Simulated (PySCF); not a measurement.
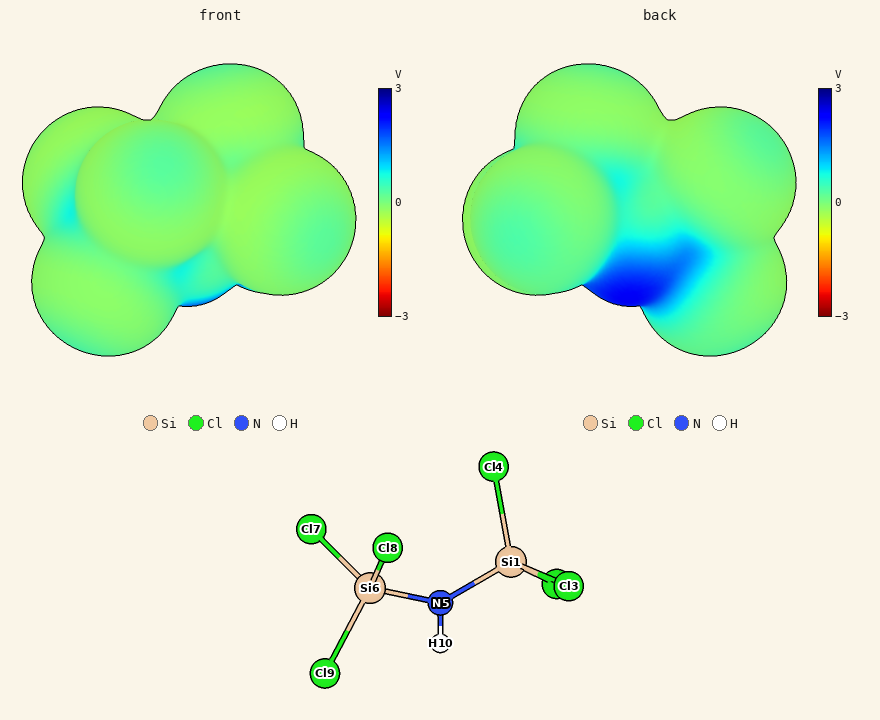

Cl$_{6}$HNSi$_{2}$. The electrostatic potential painted on the density surface at 0.001 e/bohr³, seen from the front and from behind; the colour scale runs from red (negative) to blue (positive). The bare structure is drawn below in the same view.

Geometry: PBE0-D3(BJ)/def2-SVP.

Level of theory: PBE0/pcSseg-1, SCF density, gas phase, non-relativistic in PySCF.

The calculation's input:

```
{"job": {"kind": "nmr", "xc": "PBE0", "basis": "pcSseg-1"}, "charge": 0, "multiplicity": 1}
Si    -1.313780    -0.624399    -0.561657
Cl    -2.566405     0.223022    -1.937000
Cl    -2.442331    -1.310460     0.996158
Cl    -0.320687    -2.203665    -1.382995
N     -0.189378     0.579837    -0.077801
Si     1.393007     0.451515     0.577401
Cl     2.831334     0.311714    -0.863441
Cl     1.519930    -1.192608     1.775116
Cl     1.738147     2.151541     1.655420
H     -0.525206     1.536753    -0.176801
```

Launched as:

```sh
OMP_NUM_THREADS=1 python probes_run.py task.json out
```

Where is the surface potential most negative and most positive?

The most negative region (about −0.2 V) lies over Cl3, Cl4, Cl7 and Cl8, the most positive (about +2.2 V) over H10.
